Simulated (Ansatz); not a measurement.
# ClF2GeH: molecular dynamics

Aim: follow the molecule's vibrations and see whether its bonds hold. The start is relaxed first. Runs: 500 steps of 1 fs at constant energy, with velocities drawn for 1000 K. SMILES of the start: [F][GeH]([F])[Cl].

Method: RHF/def2-SVP, in Ansatz 0.2.0.

## 1. The structure to begin with

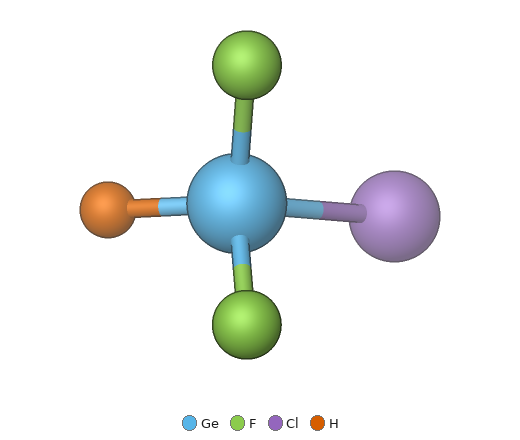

The starting structure, seen from a free direction (germanium blue, fluorine green, chlorine purple, hydrogen orange).

As a file:

```xyz
5

Ge    0.0000    0.0000    0.0000
F     0.0000    0.0000    1.6800
F     1.5842    0.0000   -0.5594
Cl   -1.0456    1.8115   -0.7393
H    -0.7300   -1.2648   -0.5162
```

## 2. Relaxing the start

The input, input.yaml:

```yaml
crystal:
  periodic: [false, false, false]
  atoms:
    - { symbol: Ge, position_ang: [0.0, 0.0, 0.0] }
    - { symbol: F, position_ang: [0.0, 0.0, 1.68] }
    - { symbol: F, position_ang: [1.5842, 0.0, -0.5594] }
    - { symbol: Cl, position_ang: [-1.0456, 1.8115, -0.7393] }
    - { symbol: H, position_ang: [-0.73, -1.2648, -0.5162] }
basis:
  gaussian: { orbitals: def2-SVP }
hamiltonian:
  xc: hf
relax:
  f_tol: 0.02
  max_steps: 40
```

Launch:

```console
$ ansatz run input.yaml --threads 1 --pin off --max-ram 2048MiB --backend cpu --events-out ev --progress --plain --runs-dir out
```

What it wrote (excerpt; [...] marks lines left out):

```text
Warning: RAYON_NUM_THREADS=1 ignored (pool sized by the plan → 1); use --threads N
[...]
Functional definition: HF
[...]
839 factors; integrals over basis functions are off by at most 3.0e-4 eV
[...]
mean field -74392.31419912 eV, -2733.8671218960 hartree, gradient 1.5e-5 eV, S^2 0.000000; 0 other end points of the search recorded, 0 dependent functions left out
[...]
reference -74392.31419912 eV, -2733.8671218960 hartree; 34, 34 occupied and 49, 49 virtual orbitals, 839 factors
relax step   1: F+E_penalty+E_count = -74392.31419912 eV  Δ(F+E_penalty+E_count) = +0.000e0 eV  max|allowed force component| = 2.144e0 eV/Å  Δτ_max = 0.0000 Å  (34 SCF iters, accepted)
[...]
relax step   4: F+E_penalty+E_count = -74392.46269886 eV  Δ(F+E_penalty+E_count) = -2.152e-3 eV  max|allowed force component| = 2.051e-2 eV/Å  Δτ_max = 0.0086 Å  (36 SCF iters, accepted)
[...]
relax step   5: F+E_penalty+E_count = -74392.46282043 eV  Δ(F+E_penalty+E_count) = -1.216e-4 eV  max|allowed force component| = 6.192e-3 eV/Å  Δτ_max = 0.0039 Å  (26 SCF iters, accepted)
839 factors; integrals over basis functions are off by at most 3.0e-4 eV
mean field -74392.46282043 eV, -2733.8725836285 hartree, gradient 1.4e-5 eV, S^2 0.000000; 1 other end points of the search recorded, 0 dependent functions left out
[...]
reference -74392.46282043 eV, -2733.8725836285 hartree; 34, 34 occupied and 49, 49 virtual orbitals, 839 factors
Total energy: -74392.46282043 eV, -2733.8725836285 hartree
Atom 0 at    -0.054378    -0.009864    -0.038370 Å, force     0.004443    -0.004765     0.003148 eV/Å
Atom 1 at     0.009890     0.029777     1.660226 Å, force     0.000871     0.001022     0.005059 eV/Å
Atom 2 at     1.568634     0.029842    -0.543526 Å, force     0.005063     0.001019    -0.000866 eV/Å
Atom 3 at    -0.990996     1.769788    -0.700801 Å, force    -0.004184    -0.002683    -0.002959 eV/Å
Atom 4 at    -0.724550    -1.272844    -0.512428 Å, force    -0.006192     0.005407    -0.004382 eV/Å
Dipole moment:    -0.340290    -0.303968    -0.240701 e Å
```

It took 11 s on 1 thread of Arm Neoverse V1, shared host; peak memory 0.12 GiB.

Step by step:

| step | energy from step 1 (eV) | largest force component (eV/Å) |
| --- | --- | --- |
| 1 | 0.0000 | 2.1444 |
| 2 | -0.1091 | 0.7620 |
| 3 | -0.1463 | 0.2240 |
| 4 | -0.1485 | 0.0205 |
| 5 | -0.1486 | 0.0062 |

Step 1 is the start.

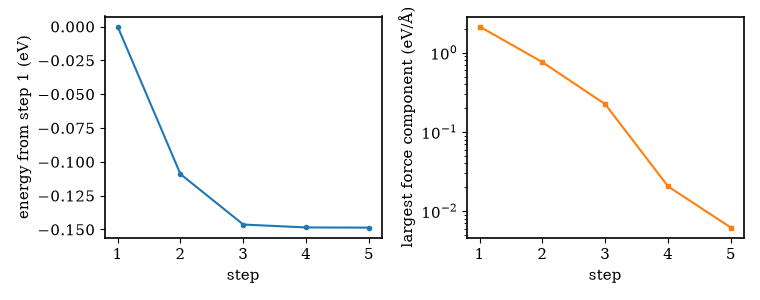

How energy and force went from step to step.

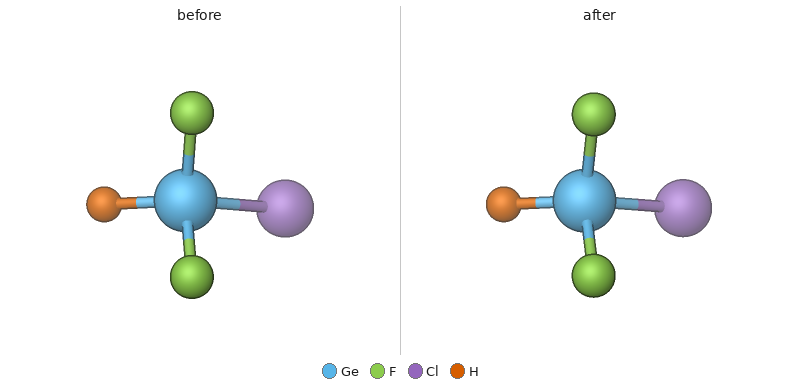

The structure before (left) and after (right), drawn at the same scale.

After: Bond lengths: Ge1–F2 1.700 Å, Ge1–F3 1.700 Å, Ge1–Cl4 2.117 Å, Ge1–H5 1.506 Å. Angles: F2–Ge1–F3 105.1°, F2–Ge1–Cl4 108.0°, F2–Ge1–H5 110.5°, F3–Ge1–Cl4 108.0°, F3–Ge1–H5 110.5°, Cl4–Ge1–H5 114.2°.

## 3. The run

500 steps of 1 fs at constant energy, with velocities drawn for 1000 K, from the relaxed start. H is given a mass of 3.016 u.

The input, input.yaml:

```yaml
crystal:
  periodic: [false, false, false]
  atoms:
    - { symbol: Ge, position_ang: [-0.054378, -0.009864, -0.03837] }
    - { symbol: F, position_ang: [0.00989, 0.029777, 1.660226] }
    - { symbol: F, position_ang: [1.568634, 0.029842, -0.543526] }
    - { symbol: Cl, position_ang: [-0.990996, 1.769788, -0.700801] }
    - { symbol: H, position_ang: [-0.72455, -1.272844, -0.512428] }
basis:
  gaussian: { orbitals: def2-SVP }
hamiltonian:
  xc: hf
md:
  timestep: 1.0
  n_steps: 500
  ensemble: nve
  temperature: 1000.0
  initial_velocities: maxwell_boltzmann
  seed: 472861
  masses: [{ species: H, mass: 3.016 }]
```

Launch:

```console
$ ansatz run input.yaml --threads 1 --pin off --max-ram 2048MiB --backend cpu --events-out ev --progress --plain --runs-dir out
```

What it wrote (excerpt; [...] marks lines left out):

```text
Warning: RAYON_NUM_THREADS=1 ignored (pool sized by the plan → 1); use --threads N
[...]
[... 1 set-up line as earlier in the session ...]
[...]
839 factors; integrals over basis functions are off by at most 2.6e-4 eV
[...]
mean field -74392.46282036 eV, -2733.8725836258 hartree, gradient 2.6e-5 eV, S^2 0.000000; 0 other end points of the search recorded, 0 dependent functions left out
[...]
reference -74392.46282036 eV, -2733.8725836258 hartree; 34, 34 occupied and 49, 49 virtual orbitals, 839 factors
md step     0: t =     0.00 fs  T =  1000.0 K  F+E_penalty+E_count = -74392.46282036 eV  E_kin = 0.387780 eV  conserved = -74392.07504036 eV  (34 SCF iters)
[...]
md step    20: t =    20.00 fs  T =   529.2 K  F+E_penalty+E_count = -74392.27986821 eV  E_kin = 0.205227 eV  conserved = -74392.07464102 eV  (35 SCF iters)
[...]
md step    40: t =    40.00 fs  T =   701.4 K  F+E_penalty+E_count = -74392.34669174 eV  E_kin = 0.272002 eV  conserved = -74392.07468990 eV  (35 SCF iters)
[...]
md step    60: t =    60.00 fs  T =   770.7 K  F+E_penalty+E_count = -74392.37373142 eV  E_kin = 0.298865 eV  conserved = -74392.07486630 eV  (35 SCF iters)
[...]
md step    80: t =    80.00 fs  T =   455.6 K  F+E_penalty+E_count = -74392.25096916 eV  E_kin = 0.176678 eV  conserved = -74392.07429132 eV  (37 SCF iters)
md step    81: t =    81.00 fs  T =   480.8 K  F+E_penalty+E_count = -74392.26080513 eV  E_kin = 0.186426 eV  conserved = -74392.07437876 eV  (36 SCF iters)
```

## 4. The log goes on: dynamics from the start

Output, continued (excerpt; [...] marks lines left out):

```text
md step    82: t =    82.00 fs  T =   503.4 K  F+E_penalty+E_count = -74392.26966715 eV  E_kin = 0.195193 eV  conserved = -74392.07447372 eV  (36 SCF iters)
[...]
md step   107: t =   107.00 fs  T =   779.6 K  F+E_penalty+E_count = -74392.37697314 eV  E_kin = 0.302331 eV  conserved = -74392.07464205 eV  (35 SCF iters)
[...]
md step   132: t =   132.00 fs  T =   574.1 K  F+E_penalty+E_count = -74392.29716884 eV  E_kin = 0.222627 eV  conserved = -74392.07454169 eV  (37 SCF iters)
[...]
md step   157: t =   157.00 fs  T =   105.0 K  F+E_penalty+E_count = -74392.11459849 eV  E_kin = 0.040715 eV  conserved = -74392.07388383 eV  (26 SCF iters)
[...]
md step   182: t =   182.00 fs  T =   506.7 K  F+E_penalty+E_count = -74392.27056969 eV  E_kin = 0.196484 eV  conserved = -74392.07408573 eV  (36 SCF iters)
md step   183: t =   183.00 fs  T =   530.1 K  F+E_penalty+E_count = -74392.27977971 eV  E_kin = 0.205546 eV  conserved = -74392.07423365 eV  (35 SCF iters)
md step   184: t =   184.00 fs  T =   560.6 K  F+E_penalty+E_count = -74392.29178503 eV  E_kin = 0.217391 eV  conserved = -74392.07439442 eV  (34 SCF iters)
```

## 5. The output, continued: dynamics from the start

The log, continued (excerpt; [...] marks lines left out):

```text
md step   185: t =   185.00 fs  T =   591.6 K  F+E_penalty+E_count = -74392.30396932 eV  E_kin = 0.229429 eV  conserved = -74392.07454044 eV  (35 SCF iters)
[...]
md step   206: t =   206.00 fs  T =   409.8 K  F+E_penalty+E_count = -74392.23306735 eV  E_kin = 0.158918 eV  conserved = -74392.07414984 eV  (37 SCF iters)
[...]
md step   227: t =   227.00 fs  T =   390.2 K  F+E_penalty+E_count = -74392.22565809 eV  E_kin = 0.151296 eV  conserved = -74392.07436170 eV  (34 SCF iters)
[...]
md step   248: t =   248.00 fs  T =   612.5 K  F+E_penalty+E_count = -74392.31180557 eV  E_kin = 0.237519 eV  conserved = -74392.07428696 eV  (37 SCF iters)
[...]
md step   499: t =   499.00 fs  T =   410.2 K  F+E_penalty+E_count = -74392.23322145 eV  E_kin = 0.159059 eV  conserved = -74392.07416212 eV  (36 SCF iters)
[...]
md step   500: t =   500.00 fs  T =   375.9 K  F+E_penalty+E_count = -74392.21989121 eV  E_kin = 0.145782 eV  conserved = -74392.07410917 eV  (36 SCF iters)
Total energy: -74392.21989121 eV, -2733.8636561442 hartree
Atom 0 at    -0.044992     0.002949    -0.028920 Å, force     1.411278     0.021024     1.116256 eV/Å
Atom 1 at    -0.082637     0.029285     1.753365 Å, force     0.214168    -0.092999    -2.569312 eV/Å
Atom 2 at     1.615767    -0.010914    -0.602401 Å, force    -1.443566     0.291742     0.946100 eV/Å
Atom 3 at    -0.996225     1.762495    -0.725689 Å, force     0.121600    -0.012428     0.172071 eV/Å
Atom 4 at    -0.603171    -1.235854    -0.663302 Å, force    -0.303479    -0.207340     0.334884 eV/Å
Dipole moment:    -0.354829    -0.255722    -0.228291 e Å
```

Wall time 12 min (1 thread of Arm Neoverse V1, shared host); peak memory 0.15 GiB.

## 6. Frames and traces

One step in 26; energies are changes from step 0:

| time (fs) | T (K) | potential energy change (meV/atom) | total energy change (meV/atom) |
| --- | --- | --- | --- |
| 0.0 | 1000 | 0.0 | 0.00 |
| 26.0 | 334 | 51.9 | 0.19 |
| 52.0 | 159 | 65.5 | 0.28 |
| 78.0 | 411 | 45.9 | 0.18 |
| 104.0 | 857 | 11.1 | 0.01 |
| 130.0 | 650 | 27.2 | 0.05 |
| 156.0 | 136 | 67.2 | 0.22 |
| 182.0 | 507 | 38.5 | 0.19 |
| 208.0 | 539 | 35.9 | 0.14 |
| 234.0 | 618 | 29.7 | 0.10 |
| 260.0 | 396 | 47.0 | 0.13 |
| 286.0 | 424 | 44.8 | 0.18 |
| 312.0 | 617 | 29.8 | 0.12 |
| 338.0 | 418 | 45.3 | 0.13 |
| 364.0 | 616 | 29.9 | 0.11 |
| 390.0 | 477 | 40.7 | 0.15 |
| 416.0 | 429 | 44.5 | 0.19 |
| 442.0 | 408 | 46.1 | 0.14 |
| 468.0 | 618 | 29.7 | 0.08 |
| 494.0 | 630 | 28.8 | 0.12 |
| 500.0 | 376 | 48.6 | 0.19 |

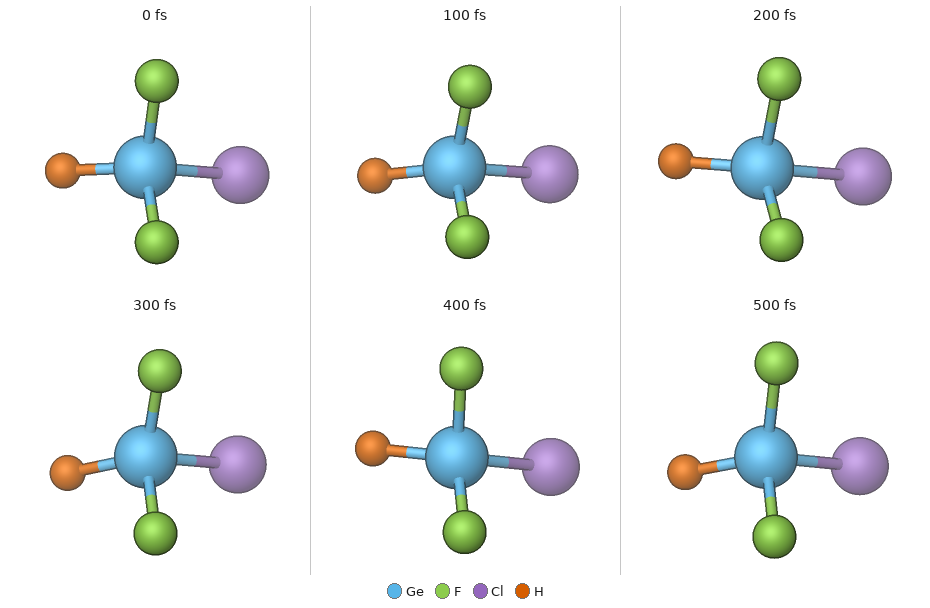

The system at six times, viewed from a free direction. Sticks join atoms within a bonding distance in each frame.

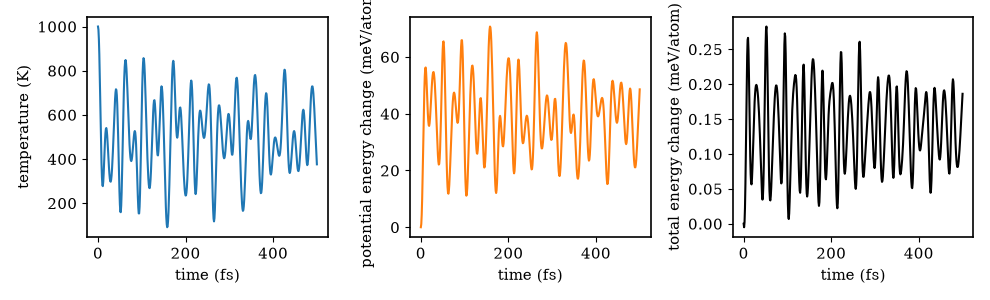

Time series of the run, each on its own scale.

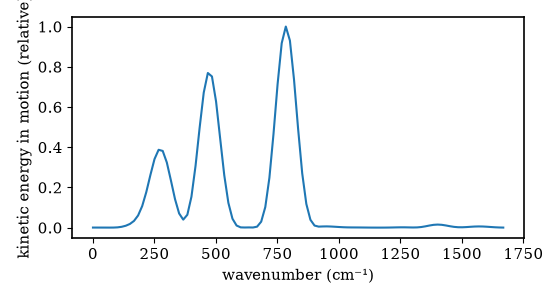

Power spectrum of the mass-weighted velocities; a run of 500 fs resolves no finer than about 130 cm⁻¹.

Maxima of the velocity power spectrum (cm⁻¹, relative height; resolution about 130 cm⁻¹): 270 (39), 470 (77), 780 (100).

## 7. Snapshots as a file

Extended XYZ, with forces in eV/Å:

```xyz
5
time_fs=62.0 T=843 dE=0.0611
Ge   -0.050   -0.027   -0.040   -0.937    0.367    0.618
F     0.006    0.028    1.671    0.056    0.127   -0.322
F     1.551    0.058   -0.550    0.546   -0.066   -0.223
Cl   -0.989    1.799   -0.713    0.256   -0.814    0.193
H    -0.705   -1.360   -0.369    0.079    0.387   -0.266
5
time_fs=125.0 T=562 dE=0.1703
Ge   -0.039   -0.010   -0.056    0.213    0.614    1.529
F    -0.008    0.021    1.685    0.155    0.322   -1.125
F     1.618   -0.024   -0.525   -0.948    0.154    0.050
Cl   -1.039    1.809   -0.707    0.665   -1.037    0.197
H    -0.728   -1.321   -0.285   -0.085   -0.053   -0.651
5
time_fs=188.0 T=633 dE=0.1425
Ge   -0.052   -0.038   -0.042   -1.399    0.753    0.333
F     0.008    0.040    1.644    0.117    0.231    0.695
F     1.538    0.084   -0.529    1.076   -0.179   -0.517
Cl   -0.977    1.801   -0.714    0.197   -0.884    0.121
H    -0.733   -1.364   -0.256    0.008    0.079   -0.632
5
time_fs=250.0 T=678 dE=0.1254
Ge   -0.046    0.007   -0.044    0.577   -0.390    1.660
F    -0.005    0.000    1.724    0.091    0.224   -1.995
F     1.613   -0.005   -0.549   -1.230    0.079    0.349
Cl   -1.017    1.767   -0.728    0.261   -0.094    0.106
H    -0.803   -1.250   -0.434    0.301    0.181   -0.120
5
time_fs=312.0 T=617 dE=0.1490
Ge   -0.054   -0.021   -0.043   -1.153   -0.213   -1.467
F     0.002    0.105    1.595    0.022   -0.177    2.459
F     1.542    0.052   -0.494    1.573   -0.147   -0.574
Cl   -0.969    1.737   -0.678   -0.489    0.849   -0.463
H    -0.767   -1.232   -0.560    0.047   -0.312    0.045
5
time_fs=375.0 T=296 dE=0.2741
Ge   -0.058    0.021   -0.024    1.569   -1.287    1.144
F    -0.022   -0.011    1.751    0.016    0.021   -2.420
F     1.596    0.028   -0.593   -1.325    0.029    0.819
Cl   -0.977    1.719   -0.736   -0.493    1.397   -0.146
H    -0.770   -1.137   -0.705    0.234   -0.161    0.604
5
time_fs=438.0 T=337 dE=0.2582
Ge   -0.063   -0.022   -0.036   -1.274   -0.232   -2.428
F     0.029    0.103    1.588   -0.200   -0.282    2.947
F     1.534    0.050   -0.460    2.075   -0.035   -0.670
Cl   -0.968    1.739   -0.693   -0.505    0.816   -0.318
H    -0.690   -1.199   -0.736   -0.096   -0.267    0.469
5
time_fs=500.0 T=376 dE=0.2429
Ge   -0.045    0.003   -0.029    1.411    0.021    1.116
F    -0.083    0.029    1.753    0.214   -0.093   -2.569
F     1.616   -0.011   -0.602   -1.444    0.292    0.946
Cl   -0.996    1.762   -0.726    0.122   -0.012    0.172
H    -0.603   -1.236   -0.663   -0.303   -0.207    0.335
```

## 8. Results

| quantity | value |
| --- | --- |
| relaxation of the start | 4 moves, 0.149 eV lower |
| length | 500 steps of 1 fs |
| temperature, first and last step | 1000 and 376 K |
| temperature, second half | mean 502 K, from 118 to 804 K |
| potential energy, second half | +39 meV/atom from the start |
| largest change of the total energy | 0.28 meV/atom |
| bonds formed or broken | 0 |

The temperature starts at 1000 K and averages 502 K in the second half, where it ranges from 118 to 804 K. About half is expected from a start at a minimum: kinetic energy passes into potential energy until both shares match. The total energy strays from its start by at most 0.28 meV/atom, 0.7 % of the mean kinetic energy, so a step of 1 fs is short enough over this time. The bonds all hold. 500 fs on 5 atoms is far too short and small for converged averages.
